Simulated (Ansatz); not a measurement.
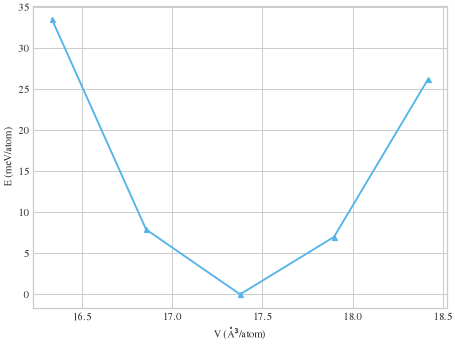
Fig. 1. NbAg in space group Pmma (No. 51; Ag on 2e, Nb on 2f) under volume change, the program Ansatz at the r²SCAN level (PAW), shape and atoms relaxed at each volume.

Problem. What does a third-order Birch–Murnaghan fit give for V₀, B₀ and B′?

Solution. V₀ = 17.38 Å³/atom, B₀ = 151 GPa, B′ = 5.2.

The start of the workflow was typed in or built on a structure type; neither database checked (COD, Materials Project) lists it. Its standing as an ambient phase is unchecked. Symmetry was held in the r²SCAN relaxation; its stability against distortions is not shown here. The run is not spin-polarised. Its formation energy is positive at this level, so the cell may be metastable or incomplete.

Potentials: the earlier of the program's two PAW sets.
